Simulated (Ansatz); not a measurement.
# CCSD/6-31G(d) (spherical functions) run of GaBH3ClO (SMILES O[B](Cl)[GaH2])

What is the vertical ionisation energy of GaBH3ClO at CCSD/6-31G* (spherical functions)? 

The calculation is run with Ansatz 0.2.0.

127 further runs of the same task are left out: 127 set aside as unsound or not needed.

**1. The system as given**

GaBH3ClO has 7 atoms, charge 0, and is taken as a singlet. SMILES: `O[B](Cl)[GaH2]`. Geometry: relaxed at PBE0-D4/def2-TZVP. This is one conformer, not always the lowest.

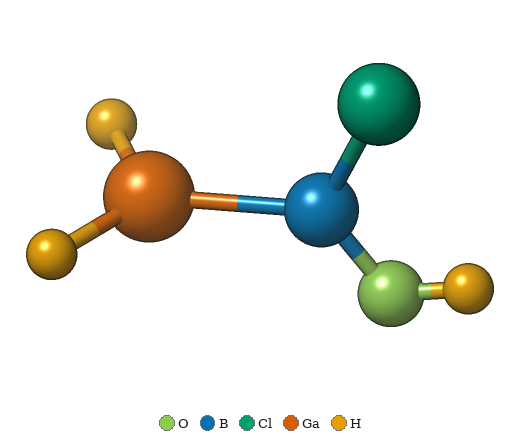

Viewed from a chosen angle; oxygen green, boron blue, chlorine teal, gallium orange, hydrogen amber.

**2. A single-point energy at CCSD/6-31G(d) (spherical functions)**

in.yaml reads:

```yaml
crystal:
  periodic: [false, false, false]
  atoms:
    - {symbol: O, position_ang: [-0.845500, -1.229100, 0.927100]}
    - {symbol: B, position_ang: [-0.031900, -0.664900, 0.017900]}
    - {symbol: Cl, position_ang: [0.899000, -1.736200, -1.070500]}
    - {symbol: Ga, position_ang: [0.202400, 1.406200, -0.190800]}
    - {symbol: H, position_ang: [-0.850900, -2.194300, 0.905900]}
    - {symbol: H, position_ang: [-0.691300, 2.232500, -1.186100]}
    - {symbol: H, position_ang: [1.318000, 2.185900, 0.596500]}
basis:
  gaussian:
    orbitals: 6-31G_st_-spherical.json
correlation:
  method: ccsd
  frozen_orbitals: {B: 1, Cl: 5, Ga: 9, H: 0, O: 1}
accuracy: high
scf:
  omitted_lower_state_checks: [cluster_reference, increment]
```

The basis set 6-31G* is read from a file made from the Basis Set Exchange's data (not shown).

Launch:

```console
ansatz run in.yaml --threads 1 --pin off --max-ram 3480MiB --events-out events.jsonl --progress --plain --runs-dir runs
```

The log of the run, cut to the lines that bear on the results:

```text
Warning: RAYON_NUM_THREADS=1 ignored (pool sized by the plan → 1); use --threads N
Functional definition: HF
  name "HF"
[...]
1791 factors; integrals over basis functions are off by at most 1.5e-8 eV
[...]
mean field -67587.66470107 eV, -2483.8008651996 hartree, gradient 1.6e-8 eV, S^2 0.000000; 0 other end points of the search recorded, 0 dependent functions left out
16 core orbitals not correlated: weight in the atoms' cores, before any rotation towards them, 1.000 or more for the frozen orbitals, at most 0.000 for the correlated occupied ones
reference -67587.66470107 eV, -2483.8008651996 hartree; 16, 16 occupied and 52, 52 virtual orbitals, 1791 factors
second order -16.78358762 eV of doubles, -0.00000000 eV of singles
cycle   1  -16.60717735 eV  change    1.8e-1 eV  update   1.1e-1
[...]
cycle  22  -17.23585843 eV  change   -1.8e-9 eV  update   1.6e-9
Total energy: -67604.90055950 eV, -2484.4342713140 hartree
Checks for a lower state left out: cluster_reference, increment
```

It took 17 s on 1 thread of Arm Neoverse V1, shared host; peak memory 0.41 GiB.

**3. The doublet cation at the same level**

run.yaml reads:

```yaml
crystal:
  periodic: [false, false, false]
  atoms:
    - {symbol: O, position_ang: [-0.845500, -1.229100, 0.927100]}
    - {symbol: B, position_ang: [-0.031900, -0.664900, 0.017900]}
    - {symbol: Cl, position_ang: [0.899000, -1.736200, -1.070500]}
    - {symbol: Ga, position_ang: [0.202400, 1.406200, -0.190800]}
    - {symbol: H, position_ang: [-0.850900, -2.194300, 0.905900]}
    - {symbol: H, position_ang: [-0.691300, 2.232500, -1.186100]}
    - {symbol: H, position_ang: [1.318000, 2.185900, 0.596500]}
basis:
  gaussian: {orbitals: 6-31G_st_-spherical.json}
magnetization: {spin_polarized: true, initial_magnetization: 1}
correlation: {method: ccsd, frozen_orbitals: {B: 1, Cl: 5, Ga: 9, H: 0, O: 1}}
scf: {omitted_lower_state_checks: [cluster_reference, increment]}
total_charge: 1
accuracy: high
```

The basis set 6-31G* is read from a file made from the Basis Set Exchange's data (not shown).

Launch:

```console
ansatz run run.yaml --threads 1 --pin off --max-ram 3480MiB --events-out events.jsonl --progress --plain --runs-dir runs
```

The log of the run, cut to the lines that bear on the results:

```text
Warning: RAYON_NUM_THREADS=1 ignored (pool sized by the plan → 1); use --threads N
[... 2 set-up lines as earlier in the session ...]
[...]
1791 factors; integrals over basis functions are off by at most 1.5e-8 eV
[...]
mean field -67578.29067090 eV, -2483.4563759449 hartree, gradient 3.0e-8 eV, S^2 0.768744; 5 other end points of the search recorded, 0 dependent functions left out
16 core orbitals not correlated: weight in the atoms' cores, before any rotation towards them, 1.000 or more for the frozen orbitals, at most 0.000 for the correlated occupied ones
reference -67578.29067090 eV, -2483.4563759449 hartree; 16, 15 occupied and 52, 53 virtual orbitals, 1791 factors
second order -16.48370643 eV of doubles, -0.00000000 eV of singles
cycle   1  -16.25518020 eV  change    2.3e-1 eV  update   1.2e-1
[...]
cycle  31  -16.97157094 eV  change   -1.7e-9 eV  update   1.5e-9
Total energy: -67595.26224184 eV, -2484.0800696732 hartree
Checks for a lower state left out: cluster_reference, increment
```

It took 71 s on 1 thread of Arm Neoverse V1, shared host; peak memory 0.72 GiB.

**4. Results**

At CCSD/6-31G* (spherical functions), 16 core orbitals frozen:

| quantity | value |
| --- | --- |
| singlet GaBH3ClO: total energy | -2484.43427 Eh |
| singlet GaBH3ClO: correlation energy (16 core orbitals frozen) | -633.4 mEh |
| singlet GaBH3ClO: T1 diagnostic | 0.014 |
| doublet cation: total energy | -2484.08007 Eh |
| doublet cation: correlation energy (16 core orbitals frozen) | -623.7 mEh |
| doublet cation: ⟨S²⟩ of the reference determinant | 0.769 |
| doublet cation: T1 diagnostic | 0.020 |
| vertical ionisation energy (to the doublet cation) | 9.638 eV |

What this shows: The vertical ionisation energy comes to 9.64 eV (930 kJ/mol).
